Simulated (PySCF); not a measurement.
# C5H4FN3S: NMR shielding calculation

The run: NMR shielding calculation of C5H4FN3S, SMILES CC(=S)c1ncnc(F)n1. Method and program: GIAO PBE0/pcSseg-1 NMR shielding, non-relativistic, gas phase (PySCF 2.14.0).

The geometry comes from this level: GFN2-xTB. Figures and captions count atoms from 1; the log counts them from 0 in places.

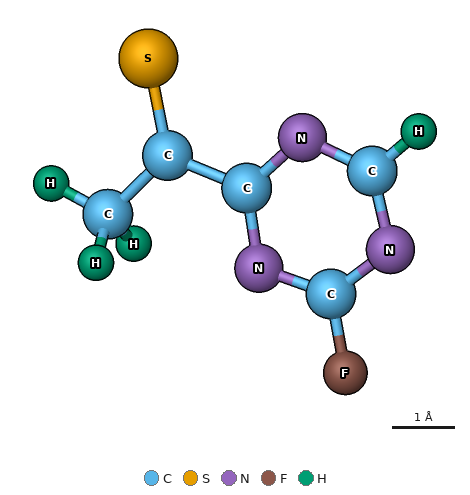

**Figure 1.** The structure (ball-and-stick view, seen at a tilt).

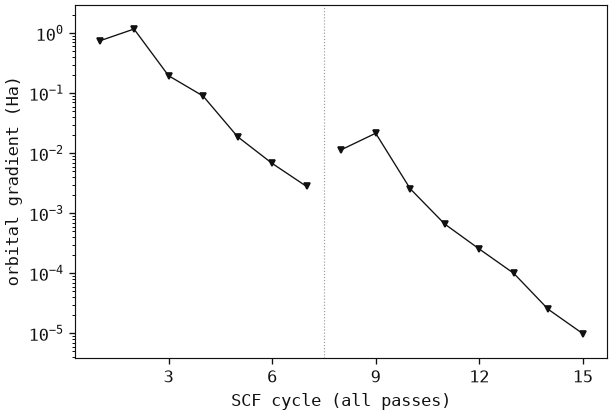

**Figure 2.** Convergence of the self-consistent field: orbital gradient against the SCF cycle. The dotted line marks the change from a coarse to the final integration grid. The first 7 cycles use a coarse grid, the final grid takes over at cycle 8, and the field converges after 15 cycles in all.

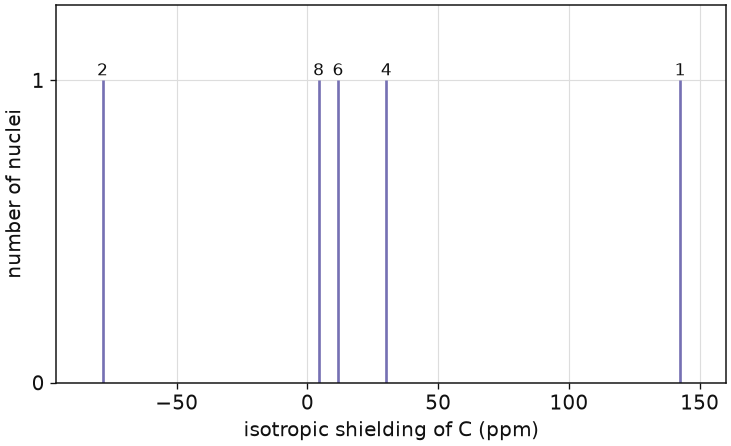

**Figure 3.** Isotropic shieldings of the carbon nuclei in this fixed geometry, labelled by atom number; shielding grows to the right, so chemical shift grows to the left. The least shielded is C2 (−78.4 ppm), the most shielded C1 (142.5 ppm).

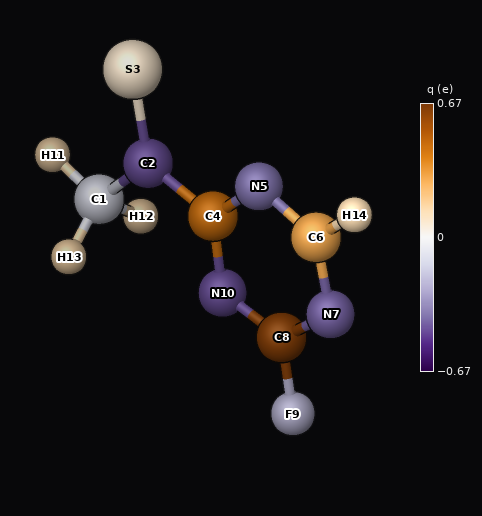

**Figure 4.** Mulliken charges, as the colour of each atom (ball-and-stick view, seen at a tilt; atoms are numbered from 1 in the order of the input). By element: C −0.46 to +0.64, S +0.08, N −0.46 to −0.40, F −0.22 and H +0.13 to +0.15 e.

The input and output of the run follow.

## Input file
```
{"job": {"kind": "nmr", "xc": "PBE0", "basis": "pcSseg-1"}, "charge": 0, "multiplicity": 1}
C     -2.179640    -0.807465     0.312227
C     -1.455768     0.353575    -0.258926
S     -2.208464     1.617981    -0.956084
C      0.002602     0.332543    -0.176246
N      0.696459     1.348091    -0.683355
C      2.003349     1.264607    -0.573457
N      2.660457     0.263869    -0.006439
C      1.878584    -0.687111     0.461173
F      2.473850    -1.713541     1.038017
N      0.568257    -0.724218     0.414905
H     -3.252603    -0.679182     0.203925
H     -1.861633    -1.723081    -0.186341
H     -1.920449    -0.922634     1.364572
H      2.594320     2.076093    -0.976135
```

The first line tells a small driver script what to run in PySCF; the rest is the geometry in Å.

Run as:
```bash
OMP_NUM_THREADS=1 python <driver script> task.json out
```

## What the program printed
```
coarse grid: 13808 points
cycle   1  E = -854.3186839127  dE =  2.089e+00  |g| = 7.426e-01  |ddm| = 3.901e+00
cycle   2  E = -854.1535725774  dE =  1.651e-01  |g| = 1.172e+00  |ddm| = 1.684e+00
cycle   3  E = -854.4289654155  dE = -2.754e-01  |g| = 1.958e-01  |ddm| = 1.244e+00
cycle   4  E = -854.4368085016  dE = -7.843e-03  |g| = 8.972e-02  |ddm| = 3.121e-01
cycle   5  E = -854.4388724133  dE = -2.064e-03  |g| = 1.886e-02  |ddm| = 1.257e-01
cycle   6  E = -854.4389393423  dE = -6.693e-05  |g| = 6.781e-03  |ddm| = 1.959e-02
cycle   7  E = -854.4389479191  dE = -8.577e-06  |g| = 2.794e-03  |ddm| = 7.896e-03
final grid: 133856 points
cycle   8  E = -854.5009052227  dE = -2.718e-05  |g| = 1.140e-02  |ddm| = 3.260e-02
cycle   9  E = -854.5008179391  dE =  8.728e-05  |g| = 2.152e-02  |ddm| = 3.460e-02
cycle  10  E = -854.5009368301  dE = -1.189e-04  |g| = 2.563e-03  |ddm| = 2.605e-02
cycle  11  E = -854.5009383497  dE = -1.520e-06  |g| = 6.615e-04  |ddm| = 3.174e-03
cycle  12  E = -854.5009384400  dE = -9.030e-08  |g| = 2.542e-04  |ddm| = 7.709e-04
cycle  13  E = -854.5009384530  dE = -1.292e-08  |g| = 9.988e-05  |ddm| = 2.948e-04
cycle  14  E = -854.5009384551  dE = -2.130e-09  |g| = 2.509e-05  |ddm| = 1.011e-04
cycle  15  E = -854.5009384553  dE = -1.673e-10  |g| = 9.885e-06  |ddm| = 4.220e-05
converged SCF energy = -854.5009384553

GIAO shielding tensors (ppm)
atom      isotropic    diamagn.    paramagn.     s11        s22        s33       span
  0 C      142.550     245.709    -103.160    110.846    136.948    179.855     69.009
  1 C      -78.376     259.077    -337.453   -252.288   -110.588    127.748    380.036
  2 S    -1121.955    1055.698   -2177.653  -3535.842   -522.091    692.069   4227.912
  3 C       30.170     256.581    -226.411    -81.292     58.076    113.726    195.018
  4 N      -45.943     331.707    -377.651   -304.294   -121.760    288.223    592.517
  5 C       11.690     251.367    -239.677    -79.237     -2.564    116.872    196.108
  6 N      -18.830     334.553    -353.383   -207.986   -102.192    253.689    461.674
  7 C        4.264     250.541    -246.277    -86.416     31.735     67.474    153.890
  8 F      208.675     471.341    -262.666    103.325    248.967    273.732    170.407
  9 N        4.421     338.938    -334.518   -181.069    -48.503    242.834    423.903
 10 H       27.871      28.275      -0.404     23.868     28.045     31.700      7.831
 11 H       27.752      28.612      -0.860     23.840     28.409     31.007      7.167
 12 H       27.684      28.646      -0.962     23.686     28.484     30.881      7.194
 13 H       22.220      28.391      -6.171     17.329     23.640     25.691      8.362
```

## Key numbers

| quantity | value |
| --- | --- |
| outcome | converged |
| total energy | −854.500938 hartree |
| HOMO | −6.78 eV |
| LUMO | −3.63 eV |
| dipole moment | 0.46 D |
| isotropic shielding, C | −78.4 to 142.5 ppm |
| isotropic shielding, S | −1122.0 ppm |
| isotropic shielding, N | −45.9 to 4.4 ppm |
| isotropic shielding, F | 208.7 ppm |
| isotropic shielding, H | 22.2 to 27.9 ppm |
| hardware | 1 CPU thread, shared host |
| wall time | 90 s |
| peak memory | 0.94 GiB |
